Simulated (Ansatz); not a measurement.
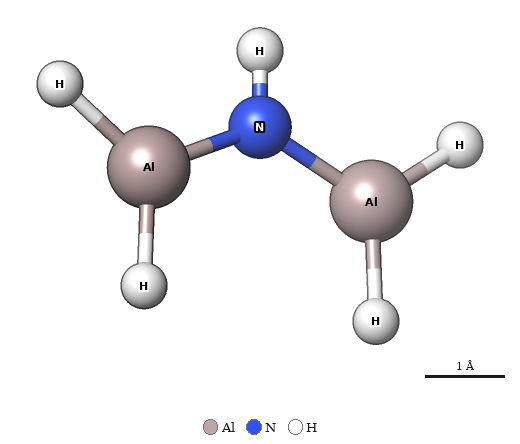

Figure 1. The input geometry (ball-and-stick view, seen at an oblique angle). Sticks mark near contacts.

**Al$_{2}$NH$_{5}$: single-point calculation**

System: Al$_{2}$NH$_{5}$.
Method: RKS PBE0-D4/def2-TZVPP (Ansatz 0.2.0).

The geometry is a minimum found at another level. The geometry comes from this level: PBE0-D4/def2-TZVP.

The input:
```yaml
crystal:
  periodic: [false, false, false]
  atoms:
    - {symbol: Al, position_ang: [-1.137520, 1.054028, -0.476754]}
    - {symbol: N, position_ang: [0.452004, 0.405081, 0.013298]}
    - {symbol: Al, position_ang: [0.908091, -1.259478, 0.470565]}
    - {symbol: H, position_ang: [-2.358725, 0.049325, -0.527350]}
    - {symbol: H, position_ang: [-1.259025, 2.593126, -0.837318]}
    - {symbol: H, position_ang: [1.207004, 1.081393, 0.034424]}
    - {symbol: H, position_ang: [2.413058, -1.559750, 0.868777]}
    - {symbol: H, position_ang: [-0.224898, -2.363715, 0.454357]}
basis:
  gaussian: {orbitals: def2-TZVPP}
hamiltonian: {xc: pbe0, dispersion: d4}
output: {orbitals: {seedname: orbitals}}
```

Hardware: 2 threads of Arm Neoverse V2, 23 GiB of memory available, shared host.

Launch command:
```bash
ansatz run in.yaml --threads 2 --pin off --events-out ev --progress --plain --max-ram 4352MiB
```

Output:
```
Functional definition: PBE0
  name "PBE0"
  cite "Adamo & Barone, J. Chem. Phys. 110, 6158 (1999) doi:10.1063/1.478522"
  cite "Perdew, Burke & Ernzerhof, Phys. Rev. Lett. 77, 3865 (1996) doi:10.1103/PhysRevLett.77.3865"
  parent pbe
  parameter a = 0.25
  parameter kappa = 0.804
  parameter beta = 0.06672455060314922
  exchange = (1 - a)*pbe_x(kappa = kappa, mu = beta*pi^2/3) + a*exact_x
  correlation = pbe_c(beta = beta)
1050 factors; their error is unknown
mean field evaluation 1: about -14750.4695 eV, gradient 6.7e1 eV
mean field evaluation 2: about -14724.1145 eV, gradient 1.1e2 eV
mean field evaluation 4: about -14759.2681 eV, gradient 1.9e0 eV
mean field evaluation 8: about -14759.2973 eV, gradient 1.5e-2 eV
mean field -14759.29726754 eV, -542.3941703712 hartree, gradient 3.3e-5 eV, S^2 0.000000; 0 other end points of the search recorded, 0 dependent functions left out
reference -14759.29730676 eV, -542.3941718124 hartree; 19, 19 occupied and 166, 166 virtual orbitals, 1050 factors
Total energy: -14759.41405450 eV, -542.3984622129 hartree
```

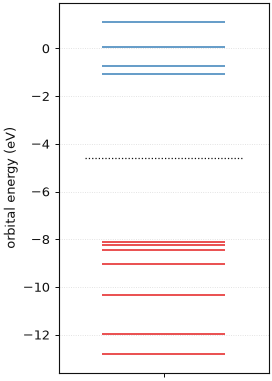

Figure 2. Orbital energies near the frontier; the dotted line parts filled from empty levels, and levels within 0.02 eV of each other stand side by side. Highest filled −8.13 eV, lowest empty −1.09 eV, 7.04 eV apart.

Summary:

- outcome: converged
- total energy: −14759.4141 eV
- mean-field energy: −14759.2973 eV
- dispersion energy: −0.1167 eV
- SCF solution under orbital rotations: stable
- HOMO: −8.13 eV
- LUMO: −1.09 eV
- wall time: 1.9 s (CPU time 3.7 s)
- peak memory: 0.38 GiB
